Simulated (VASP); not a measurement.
# Ba2BiSb2: Sb into a neighbouring Sb vacancy, part 3 of 5

Aim: the barrier for one hop in Ba2BiSb2: Sb into a neighbouring Sb vacancy. The start is a cell from a database of measured crystal structures.

VASP 6.6.1; PBEsol; plane waves and PAW (Bi, Ba_sv, Sb).

So far. Step 2 (Relax the host): The run ended after 9 ionic steps, 0.027 eV below its first step, once forces and stress met EDIFFG = -0.02. Step 3 (Relax the start): The run ended after 11 ionic steps, 0.056 eV below its first step, once the forces on the free atoms met EDIFFG = -0.05.

**4. Relax the end**

The end state is relaxed in the same way, so that both ends share their errors.

Contents of INCAR:

```
SYSTEM = Ba8Bi4Sb7
PREC = Normal
ENCUT = 280
EDIFF = 1E-05
NELM = 120
ISMEAR = 1
SIGMA = 0.15
LREAL = Auto
ALGO = Fast
GGA = PS
NBANDS = 86
LORBIT = 11
LWAVE = .FALSE.
LCHARG = .FALSE.
KPAR = 3
LASPH = .TRUE.
IBRION = 2
NSW = 60
ISIF = 2
EDIFFG = -0.05
POTIM = 0.4
MAXMIX = 40
ISYM = 0
```

Contents of POSCAR:

```
Ba8Bi4Sb7
1.0
    0.0000000000      0.0000000000      9.9911598862
    4.7842642784     -7.4841129910      0.0000000000
    4.7842642784      7.4841129910     -9.9911598862
Bi Ba Sb
4 8 7
Direct
   -0.0023388237      0.0016265966     -0.0017104693
   -0.0014885366     -0.0002514101      0.5004775777
    0.4970177373      0.4974187073     -0.0020479375
    0.4982066004      0.4994774080      0.5015070928
    0.5323926744      0.2488953896      0.2521680472
    0.5306379169      0.2473001262      0.7493103680
    0.0292652458      0.7523338265      0.2514112971
    0.0315465847      0.7503657565      0.7491743577
    0.4650129986      0.7525838101      0.2482256471
    0.4706537333      0.7509390057      0.7527555604
    0.9707105972      0.2494024486      0.2505931670
    0.9711641837      0.2514888020      0.7521742155
    0.3948671685      0.0995450589      0.8993728601
    0.8954043134      0.6011628357      0.3982575336
    0.9000550953      0.6030626048      0.8983286796
    0.6045681762      0.8973466464      0.1021283321
    0.3951022255      1.1034672453      0.3981335425
    0.1036345898      0.4023168581      0.1050129381
    0.1032483043      0.3990605363      0.6015425118
```

Contents of KPOINTS:

```
Automatic mesh
0
Gamma
3 3 3
0 0 0
```

Potentials, in the order of the species: Bi, Ba_sv and Sb (PBE family, release 64).

On the command line:

```sh
$ mpirun -np 3 vasp_std
```

Log:

```text
[... set-up lines as in an earlier step ...]
 entering main loop
       N       E                     dE             d eps       ncg     rms          rms(c)
DAV:   1     0.734931058984E+03    0.73493E+03   -0.36972E+04  2408   0.793E+02
DAV:   2    -0.892960111434E+01   -0.74386E+03   -0.72615E+03  3052   0.205E+02
DAV:   3    -0.799079203696E+02   -0.70978E+02   -0.70201E+02  3040   0.667E+01
DAV:   4    -0.829942926773E+02   -0.30864E+01   -0.30775E+01  3632   0.129E+01
DAV:   5    -0.830748368290E+02   -0.80544E-01   -0.80502E-01  3152   0.212E+00    0.114E+01
RMM:   6    -0.821213902115E+02    0.95345E+00   -0.13506E+00  2413   0.198E+00    0.671E+00
RMM:   7    -0.819862651883E+02    0.13513E+00   -0.13242E+00  2636   0.209E+00    0.145E+00
RMM:   8    -0.819814875660E+02    0.47776E-02   -0.24198E-01  3100   0.105E+00    0.389E-01
RMM:   9    -0.819871569684E+02   -0.56694E-02   -0.66817E-02  4000   0.442E-01    0.319E-01
RMM:  10    -0.819869499435E+02    0.20702E-03   -0.91175E-03  3639   0.185E-01    0.180E-01
RMM:  11    -0.819873764197E+02   -0.42648E-03   -0.42776E-03  3681   0.124E-01    0.470E-02
WARNING in EDDRMM: call to ZHEGV failed, returncode =   8  4     52
RMM:  12    -0.819874337419E+02   -0.57322E-04   -0.14931E-03  3884   0.669E-02    0.254E-02
RMM:  13    -0.819874936967E+02   -0.59955E-04   -0.58381E-04  3502   0.413E-02    0.133E-02
RMM:  14    -0.819875188815E+02   -0.25185E-04   -0.23569E-04  2941   0.253E-02    0.694E-03
RMM:  15    -0.819875267382E+02   -0.78567E-05   -0.93794E-05  2581   0.164E-02
   1 F= -.81987527E+02 E0= -.81980922E+02  d E =-.819875E+02
 curvature:   0.00 expect dE= 0.000E+00 dE for cont linesearch  0.000E+00
 trial: gam= 0.00000 g(F)=  0.105E-01 g(S)=  0.000E+00 ort = 0.000E+00 (trialstep = 0.100E+01)
 search vector abs. value=  0.105E-01
 bond charge predicted
       N       E                     dE             d eps       ncg     rms          rms(c)
DAV:   1    -0.819959161677E+02   -0.83973E-02   -0.37467E-01  2936   0.151E+00    0.138E-01
RMM:   2    -0.819970269736E+02   -0.11108E-02   -0.14034E-02  2442   0.321E-01    0.471E-02
RMM:   3    -0.819971922466E+02   -0.16527E-03   -0.24666E-03  3612   0.121E-01    0.306E-02
RMM:   4    -0.819972057807E+02   -0.13534E-04   -0.39266E-04  4031   0.457E-02    0.144E-02
RMM:   5    -0.819972231824E+02   -0.17402E-04   -0.20086E-04  2879   0.236E-02    0.467E-03
RMM:   6    -0.819972234454E+02   -0.26303E-06   -0.42696E-05  1960   0.126E-02
   2 F= -.81997223E+02 E0= -.81990684E+02  d E =-.969671E-02
[... from here on, the cycles between the ionic steps are left out ...]
   3 F= -.82017184E+02 E0= -.82010855E+02  d E =-.296572E-01
[...]
WARNING in EDDRMM: call to ZHEGV failed, returncode =   6  3     43
   4 F= -.82017138E+02 E0= -.82011256E+02  d E =-.296109E-01
[...]
WARNING in EDDRMM: call to ZHEGV failed, returncode =   8  4     64
   5 F= -.82023593E+02 E0= -.82017493E+02  d E =-.360662E-01
   6 F= -.82023622E+02 E0= -.82017503E+02  d E =-.360953E-01
   7 F= -.82027366E+02 E0= -.82021553E+02  d E =-.374420E-02
[...]
WARNING in EDDRMM: call to ZHEGV failed, returncode =   8  4     39
   8 F= -.82034857E+02 E0= -.82029917E+02  d E =-.112346E-01
[...]
WARNING in EDDRMM: call to ZHEGV failed, returncode =   6  3     38
   9 F= -.82029341E+02 E0= -.82025739E+02  d E =-.571874E-02
[...]
WARNING in EDDRMM: call to ZHEGV failed, returncode =   6  3     63
  10 F= -.82036270E+02 E0= -.82031832E+02  d E =-.126476E-01
  11 F= -.82039943E+02 E0= -.82035751E+02  d E =-.367354E-02
 trial-energy change:   -0.003674  1 .order   -0.003657   -0.004508   -0.002806
 step:   7.6311(harm=  7.6311)  dis= 0.05628  next Energy=   -82.042242 (dE=-0.597E-02)
 bond charge predicted
       N       E                     dE             d eps       ncg     rms          rms(c)
DAV:   1    -0.820379506533E+02    0.19993E-02   -0.12894E+00  2414   0.283E+00    0.235E-01
RMM:   2    -0.820410168701E+02   -0.30662E-02   -0.44363E-02  2440   0.562E-01    0.632E-02
RMM:   3    -0.820417515722E+02   -0.73470E-03   -0.82149E-03  3578   0.212E-01    0.502E-02
RMM:   4    -0.820418607332E+02   -0.10916E-03   -0.12773E-03  3936   0.800E-02    0.498E-02
RMM:   5    -0.820418800990E+02   -0.19366E-04   -0.39389E-04  3560   0.398E-02    0.351E-02
WARNING in EDDRMM: call to ZHEGV failed, returncode =   6  3     48
RMM:   6    -0.820418808611E+02   -0.76213E-06   -0.13440E-04  2747   0.236E-02    0.257E-02
RMM:   7    -0.820418820894E+02   -0.12283E-05   -0.50141E-05  1992   0.129E-02
  12 F= -.82041882E+02 E0= -.82037952E+02  d E =-.561237E-02
 curvature:  -7.96 expect dE=-0.402E-02 dE for cont linesearch -0.188E-04
 trial: gam= 0.19584 g(F)=  0.505E-03 g(S)=  0.000E+00 ort =-0.878E-04 (trialstep = 0.383E+01)
 search vector abs. value=  0.596E-03
 reached required accuracy - stopping structural energy minimisation
```

Run time: 9.4 min. Hardware: 3 MPI ranks of Intel Xeon 6975P-C (Granite Rapids), shared host; peak memory 1.4 GiB; 24 min of CPU time.

OUTCAR, selected parts (step 4):

```text
 Found     14 irreducible k-points:

   NELECT =     135.0000    total number of electrons

 E-fermi :   4.3247

 k-point     1 :       0.0000    0.0000    0.0000
  band No.  band energies     occupation
    ...
     65       3.4828      2.00000
     66       3.8155      2.00002
     67       3.8289      2.00003
     68       4.2630      1.63464
     69       4.3708      0.50570
     70       4.3935      0.30614
     71       4.5108     -0.07084
     72       4.9605     -0.00000
     73       5.0396     -0.00000
     74       5.2506     -0.00000
    ...

 k-point     2 :       0.3333    0.0000    0.0000
  band No.  band energies     occupation
    ...
     64       3.3152      2.00000
     65       3.5229      2.00000
     66       3.6185      2.00000
     67       3.8049      2.00001
     68       4.2221      1.90813
     69       4.3816      0.40589
     70       4.7658     -0.00026
     71       5.1314     -0.00000
     72       5.2723     -0.00000
     73       5.4276     -0.00000
    ...

  Total       -1.6880308     -0.8554912     -2.3435886      0.1689593      0.0255823     -0.0143429
  in kB       -3.7799804     -1.9156878     -5.2479605      0.3783478      0.0572861     -0.0321178
  external PRESSURE =      -3.6478762 kB  Pullay stress =       0.0000000 kB

 POSITION                                       TOTAL-FORCE (eV/Angst)
 -----------------------------------------------------------------------------------
      4.79718      7.45967     -0.01312        -0.011274     -0.004387      0.012199
      7.18374     -3.67370     -4.99771         0.000304     -0.006678     -0.017881
      7.18675      3.72521     -5.00534        -0.011025     -0.024105      0.000935
      4.72890      0.05356     -0.00658        -0.003388      0.026768     -0.000784
      2.38567     -0.00788      2.77606         0.004897      0.024858     -0.017963
      4.83172      3.70669     -2.20543         0.014842      0.019741      0.006735
      4.76155     -3.78440     -2.21105        -0.017472      0.012943      0.009140
      7.17956      0.01096     -7.17687        -0.003622     -0.030690     -0.004201
      4.75470     -3.77640      2.19083         0.004465     -0.002134      0.007934
      7.17300      0.00414     -2.83945         0.011004     -0.022862      0.019927
      2.38872      0.00282      7.20624         0.002543      0.006665     -0.006741
      4.82786      3.70971      2.18588         0.017919      0.013331     -0.000328
      4.80999      5.96523     -5.00368        -0.004853     -0.008262      0.009032
      4.78494     -1.50850      4.98956        -0.028140     -0.016815     -0.014414
      7.20089      2.12817     -0.01584        -0.011521      0.009003      0.009329
      4.79371     -5.97216      4.98536        -0.027216      0.004387     -0.003106
      2.41389      2.37727     -0.00304        -0.009466      0.001401     -0.013546
      2.39673     -2.21581     -0.00758         0.033003     -0.000504     -0.016905
      4.76235      1.51935     -5.01078         0.039000     -0.002659      0.020636
 -----------------------------------------------------------------------------------
    total drift:                                0.006904     -0.003722     -0.041107

  FREE ENERGIE OF THE ION-ELECTRON SYSTEM (eV)
  ---------------------------------------------------
  free  energy   TOTEN  =       -82.0418820894 eV

  energy  without entropy=      -82.0300910341  energy(sigma->0) =      -82.03795174

 total charge
# of ion       s       p       d       tot
------------------------------------------
    1        1.721   1.952   0.050   3.723
    2        1.730   1.944   0.067   3.740
    3        1.730   1.950   0.068   3.749
    4        1.721   1.950   0.052   3.724
    5        2.008   5.578   0.342   7.927
    6        2.010   5.575   0.336   7.921
    7        2.010   5.575   0.336   7.920
    8        2.008   5.576   0.334   7.918
    9        2.010   5.575   0.335   7.920
   10        2.008   5.576   0.335   7.919
   11        2.008   5.578   0.342   7.927
   12        2.010   5.575   0.336   7.921
   13        1.169   1.270   0.019   2.459
   14        1.169   1.270   0.019   2.458
   15        1.168   1.270   0.018   2.456
   16        1.169   1.274   0.019   2.461
   17        1.161   1.276   0.010   2.447
   18        1.160   1.284   0.017   2.461
   19        1.169   1.272   0.019   2.460
--------------------------------------------------
tot         31.137  61.319   3.054  95.510

[... 6 parts as in an earlier step ...]

[... 6 further parts left out ...]
```

CONTCAR:

```
Ba8Bi4Sb7
   1.00000000000000
     0.0000000000000000    0.0000000000000000    9.9911598862000002
     4.7842642784000002   -7.4841129909999999    0.0000000000000000
     4.7842642784000002    7.4841129909999999   -9.9911598862000002
  Bi              Ba              Sb
     4     8     7
Direct
     0.9984029921985621    0.0029825574513661    0.9997163789121851
     0.0051209009234824    0.9962002693490918    0.5053336837542441
     0.4989795727300207    0.5022078524121443    0.9999568343370457
     0.4971338417626041    0.4906357641713003    0.4977921596570404
     0.5266493505000135    0.2498513676759230    0.2487978628694601
     0.5318578143074526    0.2573220490514941    0.7525961442935077
     0.0234970780803178    0.7504552193178233    0.2447979961915553
     0.0327411040788978    0.7495985684362370    0.7510627640017704
     0.4638918215024046    0.7492048030215877    0.2446153526119808
     0.4657245750094654    0.7493686005651827    0.7499213026673980
     0.9710928528599354    0.2494553183553055    0.2498315207886960
     0.9711762805609790    0.2567169132893446    0.7523952829518895
     0.4004041448400397    0.1041622616672135    0.9012147245430453
     0.8986869717725611    0.6008507246123357    0.3992898470485793
     0.8931540165156415    0.6103812017404315    0.8947391467572698
     0.6009750543898206    0.8999757746358704    0.1019977952530459
     0.4107915009973712    0.0934531480299652    0.4110954419444647
     0.1016874829852461    0.3985153437800374    0.1024464699440638
     0.0976934289851739    0.3962045149373491    0.5992146129727562
```

Step by step:

```tsv
step	energy less that of the first step (eV)	largest force (eV/Å)
1	0.0000	0.2173
2	-0.0097	0.1925
3	-0.0297	0.1374
4	-0.0296	0.1830
5	-0.0361	0.1049
6	-0.0361	0.0958
7	-0.0398	0.0945
8	-0.0473	0.0937
9	-0.0418	0.1445
10	-0.0487	0.1072
11	-0.0524	0.0657
12	-0.0544	0.0442
```

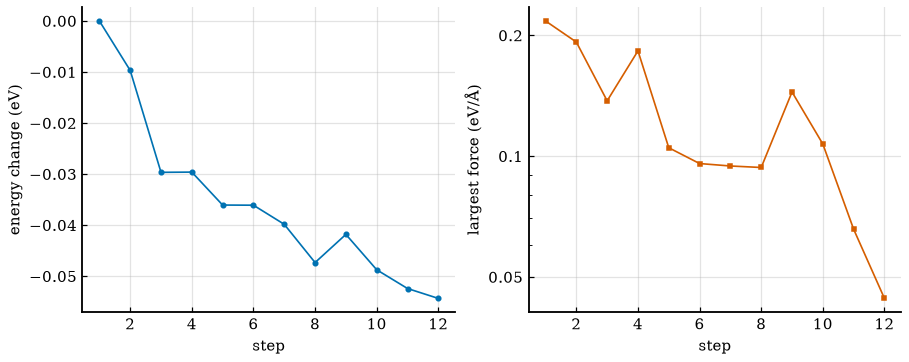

Energy and largest force along the relaxation.

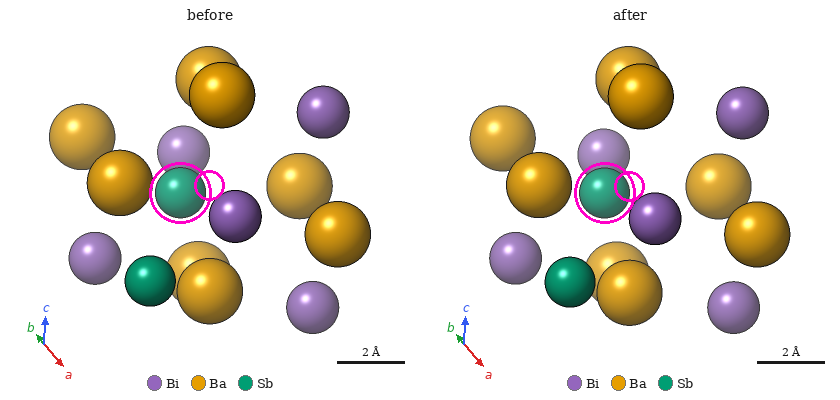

Before and after: the atoms that start within 5 Å of the centre. Sb17, which moves most, is ringed if it is among them. A ring with no atom in it marks the empty centre.

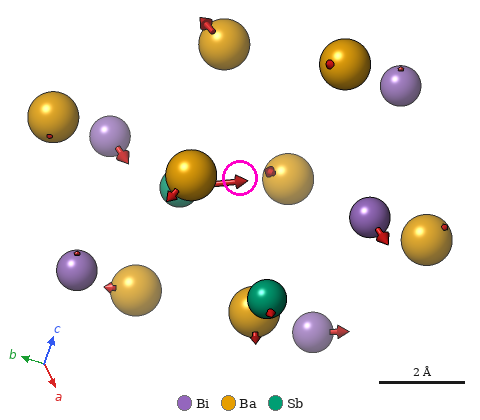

Displacements in the relaxation near the centre, exaggerated; the longest in the cell stands for 0.17 Å. A ring marks the centre wherever it is empty.

The atoms that moved most (Å):

```tsv
atom	dx	dy	dz	length
Sb17	0.014	0.172	0.027	0.175
Sb15	0.018	-0.082	-0.033	0.090
Ba6	0.064	-0.050	-0.021	0.084
Bi4	-0.060	0.038	0.026	0.076
Bi2	0.006	0.063	0.018	0.066
Ba7	-0.041	-0.035	0.008	0.055
Sb13	0.031	-0.021	0.037	0.052
Ba12	0.026	-0.037	-0.002	0.046
```

Final coordinates:

```xyz
19
Lattice="0.0000 0.0000 9.9912 4.7843 -7.4841 0.0000 4.7843 7.4841 -9.9912" Properties=species:S:1:pos:R:3 pbc="T T T"
Bi    0.0129   -0.0244   -0.0131
Bi    2.3995    3.8104   -4.9977
Bi    2.4025   -3.7589    4.9858
Bi    4.7289    0.0536   -0.0066
Ba    2.3857   -0.0079    2.7761
Ba    4.8317    3.7067   -2.2054
Ba    4.7616   -3.7844   -2.2111
Ba    7.1796    0.0110   -7.1769
Ba    4.7547   -3.7764    2.1908
Ba    7.1730    0.0041   -2.8395
Ba    2.3887    0.0028    7.2062
Ba    4.8279    3.7097    2.1859
Sb    4.8100    5.9652   -5.0037
Sb    4.7849   -1.5085    4.9896
Sb    7.2009    2.1282   -0.0158
Sb    4.7937   -5.9722    4.9854
Sb    7.1982   -5.1068   -0.0030
Sb    2.3967   -2.2158   -0.0076
Sb    4.7623    1.5194   -5.0108
```

Numbers from this step:

```yaml
electronic_steps: 105
free_energy_toten: -82.0419 eV
energy_at_zero_smearing: -82.0380 eV
```

The run ended after 12 ionic steps, 0.054 eV below its first step, once the forces on the free atoms met EDIFFG = -0.05.

(Continued in part 4 of 5.)

[Lines on the potential files, build, host, timing and source positions are cut from VASP's logs without a mark.]

[Logs are printed without paths, hosts, clocks, repeated set-up lines and the standing remarks that a program may print on its own settings, such as how far it seeks lower states.]

[Hosts, paths, dates, database ids (printed as entryN), source tags and the programs' standing remarks are cut or masked in the printed files.]

[Runs that stopped without an error message from VASP are left out.]
